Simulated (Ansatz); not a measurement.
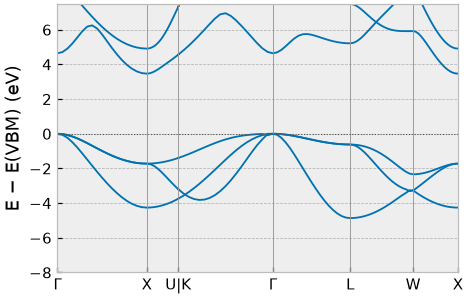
Fig. 1. Band structure from the program Ansatz at the r²SCAN level (PAW)

Q: Read off the gap and where the band edges lie.

A: About 3.5 eV (3.47 eV by a search for the band edges); maximum at Γ, minimum at X.

The material is MgS (rock salt, Fm-3m).

The cell was relaxed with r²SCAN under the symmetry of its start.

Potentials: the earlier of the program's two PAW sets.
